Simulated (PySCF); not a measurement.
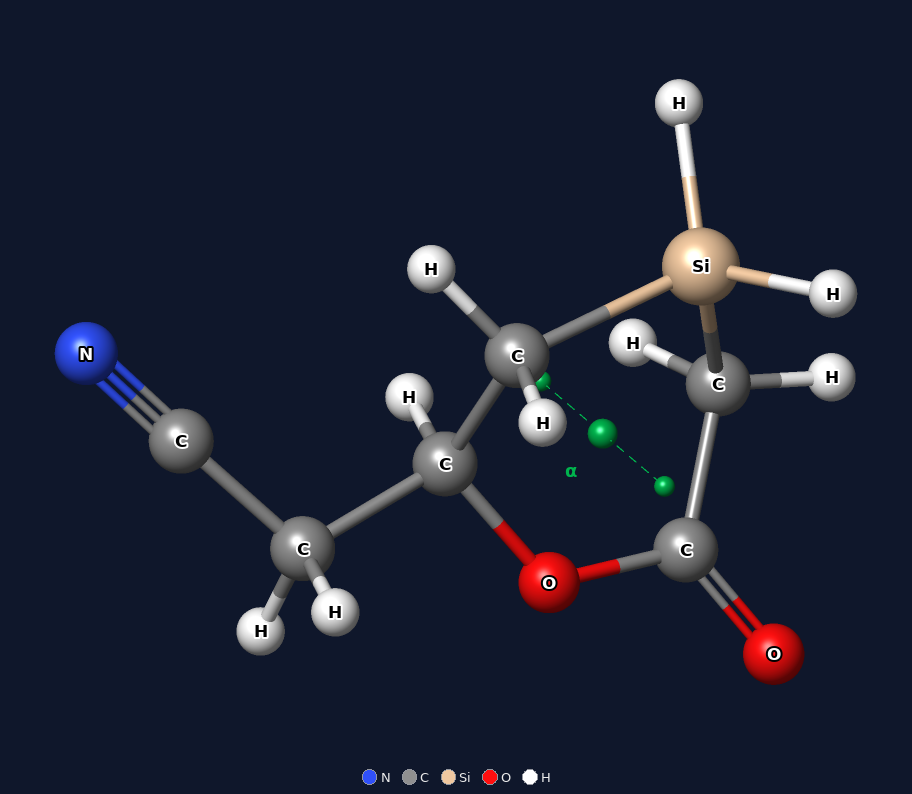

The small points mark where nucleus-independent chemical shifts (NICS) were computed: at the centre of each lettered ring and 1 Å above and below it. The computed structure is the end point of a GFN2-xTB optimisation. No frequency run is at hand to confirm it as a minimum. Level of theory: GIAO PBE0/pcSseg-1 NMR shielding, non-relativistic, gas phase (PySCF 2.14.0).

Give NICS(0), NICS(1) and the out-of-plane component NICS(1)zz for each ring (means of the two sides).

```tsv
ring	members	NICS(0)	NICS(1)	NICS(1)zz
α	C4OSi	−3.0	−3.0	1.0
```

Values in ppm.

Question. What do the values say about the ring currents?

Answer. Ring α: weak, as in a non-aromatic ring. NICS is one index among several.

The geometry is semi-empirical. Around Si such bond lengths and angles can be off by a tenth of an ångström or more and by several degrees, and values that hang on the shape move with them.
